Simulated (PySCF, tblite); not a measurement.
**C3H10FPSi: dynamics, then NMR shifts on frames**

Aim: move C3H10FPSi (`FCCC[SiH2]P`) away from its starting geometry and see how NMR shifts follow the geometry.

Computed with tblite 0.8.0 and PySCF 2.14.0, with density-fitted response routines of our own, on a single molecule in the gas phase. Atoms count from 0, in the outputs and in this text.

**1. The starting structure**

16 atoms, charge 0, multiplicity 1; geometry from: GFN2-xTB.

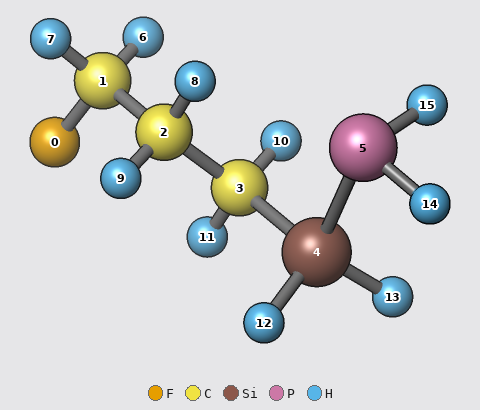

The starting geometry (fluorine amber, carbon yellow, silicon brown, phosphorus pink, hydrogen blue), atoms numbered; sticks join atoms by distance.

**2. Thermal motion with GFN2-xTB**

What the job is given:

```
{"job": {"kind": "md", "xc": "GFN2-xTB", "basis": "xTB", "temperature": 200, "steps": 2000, "every": 50, "frames": 5}, "charge": 0, "multiplicity": 1}
F     -3.152340    -0.106615     0.340930
C     -2.345330     0.567992    -0.546046
C     -0.929210     0.679555     0.000983
C     -0.262284    -0.684163     0.150242
Si     1.511351    -0.545767     0.832520
P      2.572225     0.965336    -0.444006
H     -2.374265     0.002296    -1.483748
H     -2.798981     1.554346    -0.689465
H     -0.350974     1.308349    -0.681422
H     -0.969794     1.179024     0.971087
H     -0.254539    -1.184050    -0.821079
H     -0.863893    -1.302894     0.816102
H      1.506880    -0.015945     2.200748
H      2.134167    -1.876151     0.831149
H      3.832670     0.677777     0.042851
H      2.736721     0.125101    -1.532258
```

Method: GFN2-xTB Langevin dynamics, gas phase.

Command:

```
OMP_NUM_THREADS=1 python probes_run.py task.json out
```

The driver reads the jobs from task.json and runs them one after another.

The log of the run:

```text
t/fs     T/K      E/eV
    0.0   162.6   -557.68843
   25.0    93.4   -557.44274
   50.0   124.3   -557.48373
   75.0   165.6   -557.49182
  100.0   154.8   -557.46150
  125.0   140.6   -557.43869
  150.0   139.1   -557.34238
  175.0   167.5   -557.40807
  200.0   190.3   -557.39240
  225.0   182.5   -557.35648
  250.0   195.7   -557.33620
  275.0   225.6   -557.24280
  300.0   229.6   -557.31564
  325.0   224.7   -557.32434
  350.0   231.5   -557.32364
  375.0   187.5   -557.25292
  400.0   229.2   -557.29685
  425.0   174.9   -557.15315
  450.0   270.5   -557.41784
  475.0   196.5   -557.20944
  500.0   262.5   -557.35100
  525.0   200.4   -557.14935
  550.0   207.7   -557.14573
  575.0   222.5   -557.27530
  600.0   231.1   -557.31944
  625.0   210.3   -557.27667
  650.0   172.4   -557.20427
  675.0   186.4   -557.24243
  700.0   229.3   -557.29590
  725.0   200.7   -557.21826
  750.0   265.4   -557.33137
  775.0   156.6   -557.23281
  800.0   196.4   -557.26718
  825.0   183.4   -557.25643
  850.0   195.9   -557.35179
  875.0   129.7   -557.24285
  900.0   200.7   -557.29080
  925.0   200.4   -557.32214
  950.0   176.3   -557.24129
  975.0   203.9   -557.38216
 1000.0   216.5   -557.28142
```

Wall time 13 s (1 thread of AMD EPYC 9R14, shared host); peak memory 0.18 GiB.

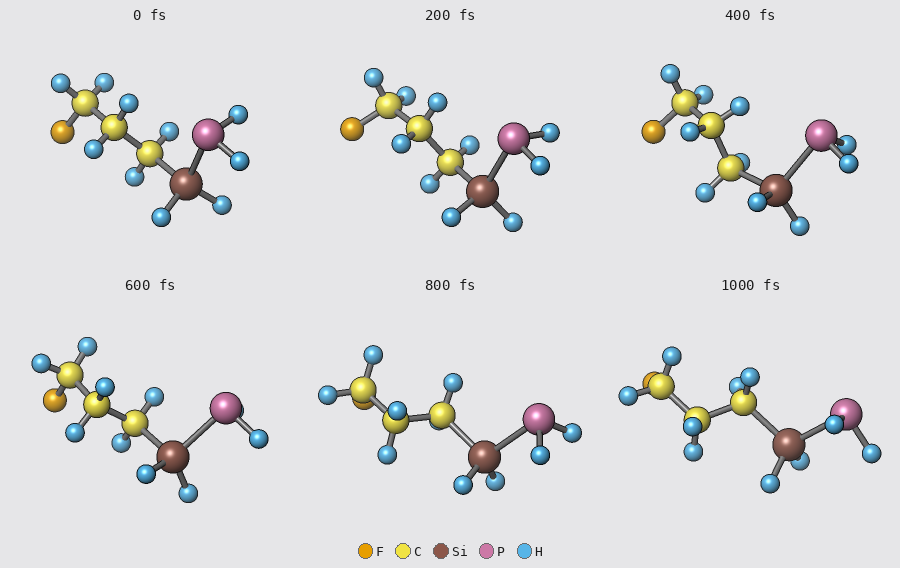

Frames of the run.

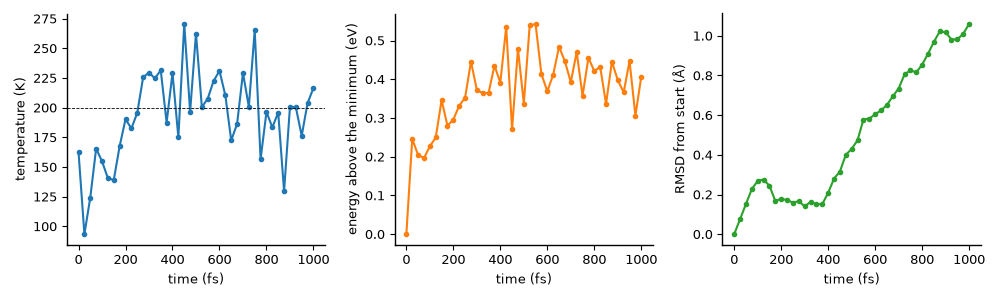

Temperature, potential energy and distance from the start.

Positions (Å) and forces (eV/Å) at 1000 fs:

```xyz
16

F    -3.681    0.483    0.724    0.250    0.379   -0.141
C    -2.740    1.473    1.025   -0.982   -2.068    2.432
C    -1.477    0.805    1.589    0.193   -0.283    0.914
C    -0.615    0.125    0.501   -0.835    0.851    0.663
Si    0.789   -0.979    1.131   -0.730   -0.521    0.603
P     2.541   -0.631   -0.161    0.539   -1.276   -0.175
H    -2.487    1.950    0.150    0.261    1.259   -2.008
H    -3.275    2.126    1.762    0.595   -0.319   -0.466
H    -0.970    1.644    2.061    0.501   -0.108    0.148
H    -1.669    0.038    2.387   -0.307    0.806   -0.703
H    -0.228    0.915   -0.117    0.353    0.353   -0.459
H    -1.356   -0.379   -0.085   -0.084   -0.754   -0.562
H     0.932   -0.662    2.564    0.193    0.072   -0.008
H     0.424   -2.423    1.144    0.096    0.330   -0.163
H     3.003    0.430    0.535    0.324    0.574    0.444
H     3.324   -1.583    0.580   -0.367    0.705   -0.521
```

**3. Shielding tensors: 250 fs, PBE0/pcSseg-1**

What the job is given:

```
{"job": {"kind": "nmr", "xc": "PBE0", "basis": "pcSseg-1", "pop": false}, "charge": 0, "multiplicity": 1}
F     -3.385200     0.216500     0.574500
C     -2.580300     0.269700    -0.493100
C     -1.204500     0.530000     0.059900
C     -0.565700    -0.739400     0.580600
Si     1.193500    -0.469500     1.275600
P      2.449000     0.585600    -0.303100
H     -2.656800    -0.684400    -0.977500
H     -2.998900     1.054900    -1.097400
H     -0.471500     0.983000    -0.709600
H     -1.241200     1.193800     0.906000
H     -0.576900    -1.493000    -0.268600
H     -1.184400    -1.212000     1.353300
H      1.342500     0.544000     2.366600
H      1.677900    -1.705900     1.760000
H      3.672700     0.522200     0.317400
H      2.750200    -0.540500    -1.047900
```

With the program's defaults for keys left out, this is: GIAO PBE0/pcSseg-1 NMR shielding, non-relativistic, gas phase.

The log of the run:

```text
coarse grid: 13792 points
cycle   1  E = -850.3736816171  dE =  3.857e-01  |g| = 4.945e-01  |ddm| = 3.378e+00
cycle   2  E = -850.3528790291  dE =  2.080e-02  |g| = 6.290e-01  |ddm| = 8.207e-01
cycle   3  E = -850.4205330329  dE = -6.765e-02  |g| = 4.171e-02  |ddm| = 4.558e-01
cycle   4  E = -850.4207828867  dE = -2.499e-04  |g| = 1.952e-02  |ddm| = 5.064e-02
cycle   5  E = -850.4208664591  dE = -8.357e-05  |g| = 4.836e-03  |ddm| = 2.307e-02
cycle   6  E = -850.4208716109  dE = -5.152e-06  |g| = 1.375e-03  |ddm| = 5.373e-03
final grid: 122800 points
cycle   7  E = -850.4623720781  dE = -3.237e-05  |g| = 8.121e-03  |ddm| = 2.511e-02
cycle   8  E = -850.4623616314  dE =  1.045e-05  |g| = 1.058e-02  |ddm| = 1.629e-02
cycle   9  E = -850.4623883744  dE = -2.674e-05  |g| = 6.897e-04  |ddm| = 8.988e-03
cycle  10  E = -850.4623884541  dE = -7.974e-08  |g| = 1.787e-04  |ddm| = 7.405e-04
cycle  11  E = -850.4623884593  dE = -5.189e-09  |g| = 4.194e-05  |ddm| = 1.772e-04
cycle  12  E = -850.4623884596  dE = -3.133e-10  |g| = 1.523e-05  |ddm| = 4.387e-05
converged SCF energy = -850.4623884596

GIAO shielding tensors (ppm)
atom      isotropic    diamagn.    paramagn.     s11        s22        s33       span
  0 F      426.638     470.090     -43.452    364.864    427.545    487.505    122.641
  1 C      102.801     239.783    -136.982     76.296     91.212    140.895     64.599
  2 C      153.810     249.417     -95.608    136.613    153.695    171.121     34.508
  3 C      168.461     253.635     -85.173    148.972    169.331    187.081     38.109
  4 Si     397.875     879.982    -482.106    334.991    393.898    464.738    129.747
  5 P      630.079     967.757    -337.678    542.025    624.305    723.908    181.884
  6 H       27.846      29.215      -1.369     23.881     28.372     31.285      7.404
  7 H       26.957      28.042      -1.085     22.139     27.485     31.248      9.109
  8 H       28.448      30.592      -2.143     21.704     29.781     33.861     12.157
  9 H       30.235      31.678      -1.443     25.858     29.866     34.980      9.122
 10 H       30.140      32.012      -1.872     26.157     28.696     35.566      9.408
 11 H       29.747      31.010      -1.262     24.726     29.310     35.206     10.481
 12 H       26.969      28.885      -1.916     23.224     25.419     32.263      9.040
 13 H       27.686      29.875      -2.190     23.166     25.931     33.961     10.795
 14 H       30.941      29.609       1.332     25.487     27.045     40.292     14.805
 15 H       30.809      30.509       0.300     25.280     27.781     39.367     14.088
```

It took 14 s on 1 thread of AMD EPYC 9R14, shared host; peak memory 0.74 GiB.

The references, computed at this level on geometries of the same kind, shield at (ppm): 1H TMS 31.72, 13C TMS 186.9, 29Si TMS 349.2, 19F CFCl3 170.9, 31P H3PO4 318.4. Their shielding less the atom's gives the shift. The references are single molecules in the gas phase, so shifts against H2O, NH3, PH3, H3PO4 or CFCl3 are not on the usual liquid scales and can be off by tens of ppm. Each atom is listed at this fixed geometry, with no averaging over motion; a spectrum would average atoms that exchange fast.

| atoms | environment | σ (ppm) | δ (ppm) |
| --- | --- | --- | --- |
| C1 | sp3 CH2 bonded to F | 102.8 | 84.1 |
| C2 | sp3 CH2 | 153.8 | 33.1 |
| C3 | sp3 CH2 bonded to Si | 168.5 | 18.5 |
| H7 | hydrogen on an sp3 CH2 bonded to F | 26.96 | 4.76 |
| H12 | hydrogen on a silicon bonded to C, P | 26.97 | 4.75 |
| H13 | hydrogen on a silicon bonded to C, P | 27.69 | 4.03 |
| H6 | hydrogen on an sp3 CH2 bonded to F | 27.85 | 3.87 |
| H8 | hydrogen on an sp3 CH2 | 28.45 | 3.27 |
| H11 | hydrogen on an sp3 CH2 bonded to Si | 29.75 | 1.97 |
| H10 | hydrogen on an sp3 CH2 bonded to Si | 30.14 | 1.58 |
| H9 | hydrogen on an sp3 CH2 | 30.23 | 1.48 |
| H15 | hydrogen on a phosphorus bonded to Si | 30.81 | 0.91 |
| H14 | hydrogen on a phosphorus bonded to Si | 30.94 | 0.78 |
| F0 | fluorine on an sp3 carbon | 426.6 | -255.7 |
| Si4 | silicon bonded to C, P, 2 H | 397.9 | -48.7 |
| P5 | phosphorus bonded to Si, 2 H | 630.1 | -311.7 |

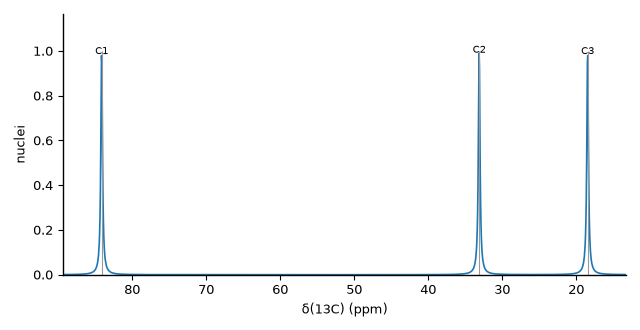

13C lines at the computed shifts, without couplings. Lines are broadened to a width of 0.26 ppm (Lorentzian).

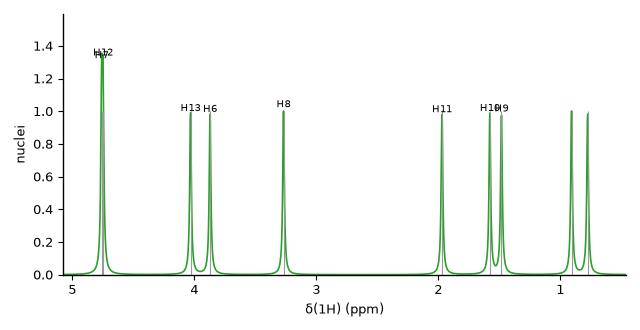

1H lines at the computed shifts, without couplings. Lines are broadened to a width of 0.02 ppm (Lorentzian).

**4. Shielding tensors: 425 fs, PBE0/pcSseg-1**

What the job is given:

```
{"job": {"kind": "nmr", "xc": "PBE0", "basis": "pcSseg-1", "pop": false}, "charge": 0, "multiplicity": 1}
F     -3.705700     0.071800     0.852500
C     -2.811000     0.469700    -0.159700
C     -1.427400     0.733200     0.508700
C     -0.925800    -0.453600     1.236700
Si     0.968000    -0.530500     1.593700
P      1.991600    -0.086100    -0.379700
H     -2.884900    -0.341800    -0.898000
H     -3.058200     1.514500    -0.599700
H     -0.634000     0.874400    -0.261700
H     -1.579700     1.613000     1.126800
H     -1.232300    -1.344600     0.702100
H     -1.476200    -0.529900     2.199000
H      1.370100     0.375300     2.708600
H      1.337100    -1.910700     2.087000
H      3.285200     0.001800     0.099000
H      2.241700    -1.385400    -0.928900
```

With the program's defaults for keys left out, this is: GIAO PBE0/pcSseg-1 NMR shielding, non-relativistic, gas phase.

The log of the run:

```text
coarse grid: 13792 points
cycle   1  E = -850.3627798024  dE =  2.018e-01  |g| = 5.295e-01  |ddm| = 3.344e+00
cycle   2  E = -850.3249416557  dE =  3.784e-02  |g| = 7.286e-01  |ddm| = 8.969e-01
cycle   3  E = -850.4177525462  dE = -9.281e-02  |g| = 5.186e-02  |ddm| = 5.183e-01
cycle   4  E = -850.4181107588  dE = -3.582e-04  |g| = 2.800e-02  |ddm| = 5.889e-02
cycle   5  E = -850.4182810240  dE = -1.703e-04  |g| = 5.424e-03  |ddm| = 2.759e-02
cycle   6  E = -850.4182876746  dE = -6.651e-06  |g| = 1.706e-03  |ddm| = 6.762e-03
final grid: 122800 points
cycle   7  E = -850.4605693418  dE = -2.922e-05  |g| = 8.591e-03  |ddm| = 2.476e-02
cycle   8  E = -850.4605556885  dE =  1.365e-05  |g| = 1.187e-02  |ddm| = 1.750e-02
cycle   9  E = -850.4605867921  dE = -3.110e-05  |g| = 8.403e-04  |ddm| = 9.623e-03
cycle  10  E = -850.4605869065  dE = -1.144e-07  |g| = 2.332e-04  |ddm| = 9.273e-04
cycle  11  E = -850.4605869155  dE = -9.060e-09  |g| = 6.372e-05  |ddm| = 2.317e-04
cycle  12  E = -850.4605869164  dE = -8.536e-10  |g| = 1.696e-05  |ddm| = 6.705e-05
converged SCF energy = -850.4605869164

GIAO shielding tensors (ppm)
atom      isotropic    diamagn.    paramagn.     s11        s22        s33       span
  0 F      409.284     470.744     -61.461    372.210    421.085    434.556     62.346
  1 C       87.740     245.102    -157.362     47.636     78.627    136.956     89.320
  2 C      155.123     250.776     -95.653    142.869    153.317    169.183     26.314
  3 C      175.367     252.030     -76.663    162.706    177.506    185.890     23.184
  4 Si     395.663     879.404    -483.742    348.656    384.595    453.737    105.081
  5 P      609.702     967.587    -357.886    518.394    606.976    703.735    185.341
  6 H       26.635      29.207      -2.571     21.922     26.898     31.085      9.163
  7 H       25.331      25.966      -0.635     20.731     25.057     30.207      9.476
  8 H       28.546      31.999      -3.454     21.558     29.920     34.159     12.601
  9 H       29.664      31.704      -2.040     25.193     28.751     35.047      9.853
 10 H       31.271      33.077      -1.806     25.879     31.067     36.866     10.986
 11 H       29.542      29.538       0.004     23.822     29.189     35.616     11.794
 12 H       26.996      28.500      -1.504     23.033     25.448     32.506      9.473
 13 H       26.415      28.190      -1.775     22.357     24.843     32.046      9.689
 14 H       30.441      29.275       1.166     24.883     27.021     39.418     14.535
 15 H       29.642      29.310       0.332     24.351     26.483     38.092     13.741
```

It took 14 s on 1 thread of AMD EPYC 9R14, shared host; peak memory 0.77 GiB.

In short: δ C1 99.2, C2 31.8, C3 11.6, F0 -238.3, H7 6.39, H13 5.30 ppm.

[end of part 1 of 2]
